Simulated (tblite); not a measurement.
## Run report: C₅H₁₇N₃Si, geometry relaxation (part 1 of 3)

C₅H₁₇N₃Si, SMILES CN(C)[SiH2]N(C)CCN, computed with GFN2-xTB geometry optimisation, gas phase (tblite 0.8.0).

It belongs to a series of runs on one base structure; here: H on C replaced by CH2NH2.

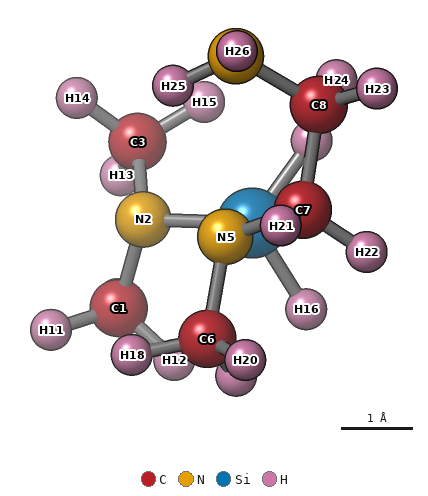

The structure as given in the input (ball-and-stick view, seen at an oblique angle; atoms are numbered from 1 in the order of the input).

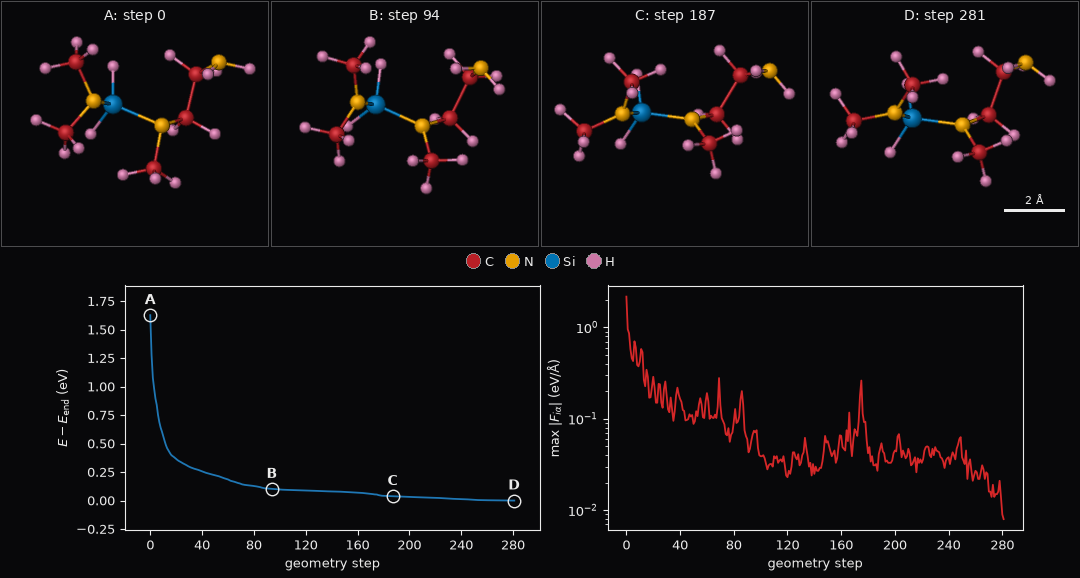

Frames of the relaxation (ball-and-stick view, seen at a tilt) above the curves, on which the letters mark them (steps are counted from 0).

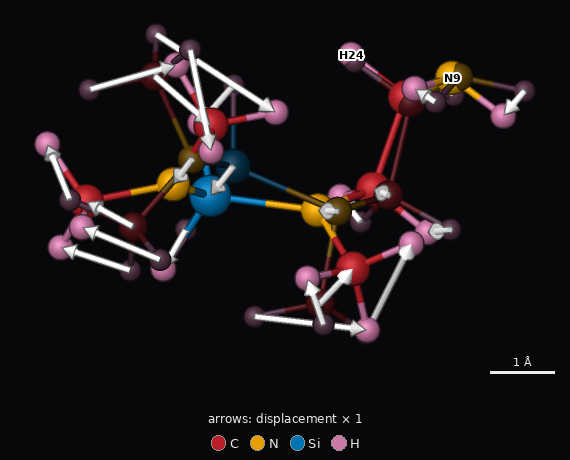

Start (faint) and end (solid) with the displacements as white arrows, at true length (ball-and-stick view, seen at a tilt). The two geometries are laid on each other by the best rigid fit. Over 281 geometry steps the energy falls by 1.627 eV. Largest force component: 2.2 eV/Å at the start, 0.008 eV/Å at the end. H15 moves most after the best rigid fit: 2.42 Å. Largest moves by element: H 2.42 Å, C 1.21 Å, Si 0.67 Å, N 0.62 Å. Distances before and after: Si4–N5 1.803 → 1.719 Å, N9–H26 1.073 → 1.016 Å, N2–Si4 1.767 → 1.719 Å, N5–C6 1.485 → 1.443 Å. Among the angles that change: Si4–N5–C6 103.1° → 121.3°, N5–Si4–H16 104.2° → 115.1°, C3–N2–Si4 112.4° → 121.4°. (Atoms are counted from 1 in the order of the input.)

The input that produced these results follows, with the program's output.

**Input**
```
{"job": {"kind": "relax", "xc": "GFN2-xTB", "basis": "xTB"}, "charge": 0, "multiplicity": 1}
C      2.622400     0.139400    -1.374000
N      1.750300     0.696600    -0.351100
C      2.525600     1.410500     0.667100
Si     0.656400    -0.498900     0.352700
N     -0.942300    -0.239800    -0.439800
C     -0.797800    -0.954900    -1.733300
C     -2.018600    -0.813600     0.323600
C     -2.231500    -0.048300     1.613100
N     -2.583200     1.328500     1.312600
H      3.661600     0.179600    -1.027300
H      2.408200     0.712000    -2.300800
H      2.349100    -0.929300    -1.516700
H      3.577900     1.249100     0.387500
H      2.276900     2.492400     0.543900
H      2.317900     1.031300     1.688300
H      1.035800    -1.887400    -0.034800
H      0.576400    -0.426800     1.822300
H     -0.583500    -0.261800    -2.564700
H      0.075900    -1.648400    -1.673400
H     -1.723300    -1.519400    -1.847600
H     -2.955800    -0.659000    -0.288100
H     -1.899700    -1.906700     0.463600
H     -3.115500    -0.508700     2.122700
H     -1.347600    -0.069800     2.272600
H     -2.020400     1.741000     0.530600
H     -3.636100     1.415300     1.124000
```

The first line tells a small driver script what to run in tblite; the rest is the geometry in Å.

Command:
```bash
OMP_NUM_THREADS=1 python <driver script> task.json out
```

**The program's output**
```
step      E/eV     max force
  0    -812.04434    2.385
  1    -812.39284    1.233
  2    -812.59432    1.085
  3    -812.68990    0.720
  4    -812.77569    0.489
  5    -812.83236    0.583
  6    -812.92040    0.836
  7    -812.98344    0.661
  8    -813.03098    0.425
  9    -813.06555    0.396
 10    -813.10633    0.469
 11    -813.14534    0.602
 12    -813.18232    0.540
 13    -813.21144    0.325
 14    -813.23157    0.286
 15    -813.25050    0.379
 16    -813.26874    0.310
 17    -813.27937    0.181
 18    -813.28712    0.195
 19    -813.29610    0.270
 20    -813.30606    0.323
 21    -813.31578    0.253
 22    -813.32360    0.170
 23    -813.32969    0.174
 24    -813.33607    0.276
 25    -813.34316    0.273
 26    -813.34892    0.154
 27    -813.35432    0.149
 28    -813.36110    0.246
 29    -813.36822    0.292
 30    -813.37416    0.204
 31    -813.37959    0.133
 32    -813.38399    0.137
 33    -813.38836    0.195
 34    -813.39220    0.147
 35    -813.39520    0.136
 36    -813.39828    0.154
 37    -813.40202    0.187
 38    -813.40642    0.224
 39    -813.41125    0.190
 40    -813.41565    0.180
 41    -813.41949    0.158
 42    -813.42319    0.173
 43    -813.42791    0.170
 44    -813.43125    0.124
 45    -813.43454    0.111
 46    -813.43753    0.114
 47    -813.44061    0.116
 48    -813.44366    0.106
 49    -813.44656    0.116
 50    -813.44923    0.105
 51    -813.45202    0.107
 52    -813.45492    0.143
 53    -813.45833    0.132
 54    -813.46230    0.143
 55    -813.46692    0.171
 56    -813.47131    0.148
 57    -813.47542    0.126
 58    -813.47885    0.121
 59    -813.48230    0.157
 60    -813.48604    0.201
 61    -813.49162    0.157
 62    -813.49775    0.116
 63    -813.50061    0.118
 64    -813.50359    0.130
 65    -813.50675    0.136
 66    -813.51067    0.150
 67    -813.51479    0.133
 68    -813.51829    0.151
 69    -813.52066    0.300
 70    -813.52528    0.143
 71    -813.52944    0.106
 72    -813.53215    0.111
 73    -813.53391    0.093
 74    -813.53550    0.070
 75    -813.53690    0.072
 76    -813.53808    0.090
 77    -813.53910    0.063
 78    -813.54039    0.074
 79    -813.54201    0.078
 80    -813.54360    0.096
 81    -813.54519    0.134
 82    -813.54718    0.100
 83    -813.54950    0.104
 84    -813.55245    0.126
 85    -813.55390    0.184
 86    -813.55786    0.207
 87    -813.56009    0.145
 88    -813.56339    0.078
 89    -813.56435    0.068
 90    -813.56576    0.061
 91    -813.56644    0.051
 92    -813.56744    0.059
 93    -813.56865    0.066
 94    -813.56991    0.069
 95    -813.57086    0.075
 96    -813.57156    0.073
 97    -813.57220    0.085
 98    -813.57290    0.054
 99    -813.57394    0.048
100    -813.57444    0.047
101    -813.57526    0.045
102    -813.57595    0.044
103    -813.57660    0.045
104    -813.57706    0.044
105    -813.57746    0.041
106    -813.57781    0.043
107    -813.57815    0.045
108    -813.57848    0.040
109    -813.57886    0.038
110    -813.57929    0.042
111    -813.57969    0.039
112    -813.58001    0.040
113    -813.58027    0.036
114    -813.58057    0.039
115    -813.58097    0.039
116    -813.58140    0.040
117    -813.58180    0.045
118    -813.58219    0.037
119    -813.58257    0.038
120    -813.58287    0.034
121    -813.58309    0.029
122    -813.58330    0.030
123    -813.58361    0.032
124    -813.58408    0.044
125    -813.58469    0.048
126    -813.58532    0.043
127    -813.58588    0.049
128    -813.58641    0.050
129    -813.58691    0.048
130    -813.58737    0.037
131    -813.58777    0.040
132    -813.58821    0.043
133    -813.58874    0.070
134    -813.58930    0.050
135    -813.58982    0.047
136    -813.59023    0.040
137    -813.59051    0.041
138    -813.59073    0.029
139    -813.59101    0.036
140    -813.59131    0.032
141    -813.59164    0.032
142    -813.59193    0.030
143    -813.59214    0.027
144    -813.59234    0.030
145    -813.59259    0.030
146    -813.59302    0.041
147    -813.59366    0.047
148    -813.59443    0.066
149    -813.59521    0.055
150    -813.59590    0.058
151    -813.59646    0.054
152    -813.59704    0.050
153    -813.59764    0.042
154    -813.59810    0.044
155    -813.59869    0.046
156    -813.59923    0.038
157    -813.59963    0.042
158    -813.60004    0.050
159    -813.60045    0.067
160    -813.60110    0.067
161    -813.60178    0.058
162    -813.60288    0.056
163    -813.60350    0.055
164    -813.60486    0.087
165    -813.60608    0.066
166    -813.60677    0.145
167    -813.60802    0.069
168    -813.60888    0.053
169    -813.61047    0.071
170    -813.61159    0.103
171    -813.61290    0.085
172    -813.61515    0.092
173    -813.61717    0.107
174    -813.61784    0.205
175    -813.61855    0.266
176    -813.62304    0.122
177    -813.62550    0.104
178    -813.62749    0.097
179    -813.62931    0.062
180    -813.63000    0.050
181    -813.63068    0.051
182    -813.63124    0.044
183    -813.63151    0.046
184    -813.63179    0.037
185    -813.63221    0.043
186    -813.63243    0.036
187    -813.63276    0.031
188    -813.63325    0.043
189    -813.63381    0.049
190    -813.63441    0.057
191    -813.63490    0.050
192    -813.63533    0.050
193    -813.63575    0.046
194    -813.63615    0.044
195    -813.63653    0.039
196    -813.63685    0.035
197    -813.63715    0.035
198    -813.63749    0.038
199    -813.63797    0.048
200    -813.63853    0.047
201    -813.63916    0.049
202    -813.63978    0.067
203    -813.64039    0.070
204    -813.64100    0.054
205    -813.64157    0.040
206    -813.64204    0.047
207    -813.64241    0.041
208    -813.64279    0.040
209    -813.64323    0.040
210    -813.64380    0.050
211    -813.64437    0.043
212    -813.64484    0.040
213    -813.64521    0.046
214    -813.64553    0.044
215    -813.64586    0.040
216    -813.64619    0.035
217    -813.64645    0.043
218    -813.64668    0.034
219    -813.64700    0.038
220    -813.64733    0.042
221    -813.64769    0.041
222    -813.64814    0.046
223    -813.64872    0.057
224    -813.64947    0.062
225    -813.65033    0.058
226    -813.65116    0.049
227    -813.65189    0.045
228    -813.65257    0.053
229    -813.65321    0.054
230    -813.65381    0.056
231    -813.65438    0.051
232    -813.65505    0.055
233    -813.65573    0.052
234    -813.65627    0.042
235    -813.65665    0.038
236    -813.65694    0.037
237    -813.65724    0.034
238    -813.65766    0.042
239    -813.65815    0.055
240    -813.65862    0.040
241    -813.65901    0.041
242    -813.65943    0.050
243    -813.65989    0.047
244    -813.66049    0.041
245    -813.66106    0.048
246    -813.66187    0.052
247    -813.66280    0.059
248    -813.66397    0.070
249    -813.66470    0.065
250    -813.66540    0.044
251    -813.66584    0.039
252    -813.66645    0.038
253    -813.66685    0.052
254    -813.66719    0.032
255    -813.66746    0.043
256    -813.66767    0.049
257    -813.66791    0.031
258    -813.66815    0.026
259    -813.66835    0.026
260    -813.66848    0.029
261    -813.66867    0.027
262    -813.66886    0.025
263    -813.66908    0.024
264    -813.66928    0.028
265    -813.66949    0.035
266    -813.66970    0.036
267    -813.66995    0.025
268    -813.67018    0.029
269    -813.67036    0.026
270    -813.67050    0.019
271    -813.67062    0.020
272    -813.67074    0.021
273    -813.67085    0.022
274    -813.67093    0.015
275    -813.67099    0.018
276    -813.67106    0.021
277    -813.67114    0.021
278    -813.67124    0.025
279    -813.67130    0.015
280    -813.67134    0.010
281    -813.67137    0.010
```

**Trajectory as extended XYZ (Å, eV, eV/Å), 19 of the 282 frames kept, from step=0 to step=281**
```
26
Properties=species:S:1:pos:R:3:forces:R:3 step=0 energy=-812.04434
C     2.6224    0.1394   -1.3740   -0.9150  -0.3520  -0.4280
N     1.7503    0.6966   -0.3511   -0.1230  -1.3930   1.4320
C     2.5256    1.4105    0.6671   -0.2310   0.5340  -0.5100
Si    0.6564   -0.4989    0.3527   -0.8380   1.0420  -0.3430
N    -0.9423   -0.2398   -0.4398    2.1690  -0.9900   0.0370
C    -0.7978   -0.9549   -1.7333    0.3010   0.1180   0.2730
C    -2.0186   -0.8136    0.3236   -0.8570  -0.1390  -0.6990
C    -2.2315   -0.0483    1.6131   -0.9040  -0.0020   0.0960
N    -2.5832    1.3285    1.3126   -1.2280   1.0420  -0.1840
H     3.6616    0.1796   -1.0273   -0.1580   0.0010  -0.6650
H     2.4082    0.7120   -2.3008    0.6600  -0.4390   0.3220
H     2.3491   -0.9293   -1.5167    0.4390   0.6950  -0.4080
H     3.5779    1.2491    0.3875   -0.1820   0.4210   0.7690
H     2.2769    2.4924    0.5439    0.3050  -0.6540   0.5160
H     2.3179    1.0313    1.6883    0.2580   0.6180  -0.6470
H     1.0358   -1.8874   -0.0348    0.1960   0.1410   0.4980
H     0.5764   -0.4268    1.8223    0.2070   0.0180  -0.3630
H    -0.5835   -0.2618   -2.5647   -0.4380  -0.1950   0.4450
H     0.0759   -1.6484   -1.6734   -0.9900   0.1550  -0.6220
H    -1.7233   -1.5194   -1.8476    0.2450   0.0530  -0.6510
H    -2.9558   -0.6590   -0.2881    0.5220  -0.2510   0.4120
H    -1.8997   -1.9067    0.4636   -0.0090   0.2410   0.1940
H    -3.1155   -0.5087    2.1227    0.7670   0.2790  -0.0120
H    -1.3476   -0.0698    2.2726   -0.5140   0.0170  -0.2790
H    -2.0204    1.7410    0.5306   -0.7870  -0.8310   0.8750
H    -3.6361    1.4153    1.1240    2.1060  -0.1270  -0.0570
26
Properties=species:S:1:pos:R:3:forces:R:3 step=16 energy=-813.26874
C     2.6351    0.1346   -1.3896   -0.0560  -0.0380  -0.0120
N     1.9998    0.3709   -0.1211   -0.0200  -0.0260   0.0190
C     2.5705    1.4400    0.6675   -0.0430  -0.0590  -0.0390
Si    0.7317   -0.6621    0.4203   -0.0900   0.2870   0.0420
N    -0.8188   -0.6014   -0.3753    0.0930   0.0560  -0.0420
C    -0.8522   -0.9715   -1.7877    0.0070   0.0100   0.0420
C    -2.0608   -0.8910    0.3316    0.0410   0.1010  -0.0830
C    -2.3156   -0.0241    1.5758    0.0220  -0.0130   0.0980
N    -2.6444    1.3723    1.3618   -0.0180  -0.0710  -0.1180
H     3.7253    0.1384   -1.2953    0.0150   0.1060   0.0570
H     2.3508    0.8647   -2.1587    0.0130   0.0320   0.0930
H     2.3451   -0.8547   -1.7303   -0.0380  -0.0340  -0.1600
H     3.6635    1.4333    0.5840   -0.0860  -0.0370  -0.0750
H     2.2130    2.4368    0.3705    0.0170  -0.1600  -0.0600
H     2.3230    1.2796    1.7154   -0.0690   0.0860  -0.0590
H     1.2458   -2.0267    0.3193    0.1070  -0.2830  -0.0690
H     0.5843   -0.2621    1.8049   -0.0660  -0.0030   0.1610
H    -0.6779   -0.1070   -2.4415    0.0080  -0.0010   0.2110
H    -0.0913   -1.7211   -2.0271   -0.0590   0.0240   0.0220
H    -1.8252   -1.3938   -2.0478    0.0860   0.0220   0.0040
H    -2.8903   -0.7124   -0.3608   -0.0430  -0.0130  -0.0610
H    -2.1099   -1.9509    0.6367    0.0670   0.0980  -0.0180
H    -3.1366   -0.4786    2.1329   -0.0850  -0.0080   0.0320
H    -1.4348   -0.0443    2.2099    0.0910  -0.0390   0.1040
H    -1.9784    1.7809    0.7155    0.0520   0.0110   0.0040
H    -3.5726    1.4727    0.9621    0.0550  -0.0460  -0.0940
```
